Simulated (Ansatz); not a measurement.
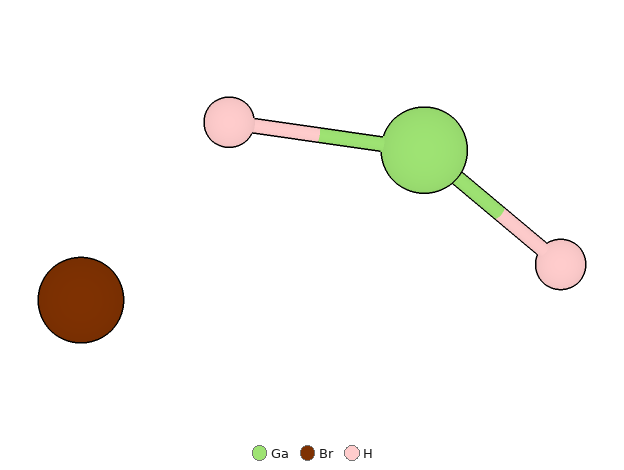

Sticks follow a distance rule. Harmonic vibrations computed with RKS PBE0-D4/def2-SVP (Ansatz 0.2.0) at a stationary point of the same level.

Is this a minimum or a saddle point?

Answer. A first-order saddle point: one imaginary frequency, 741i cm⁻¹.

List the wavenumbers.

Answer. 6 modes: 741i, 132, 416, 595, 1580, 1920 cm⁻¹.
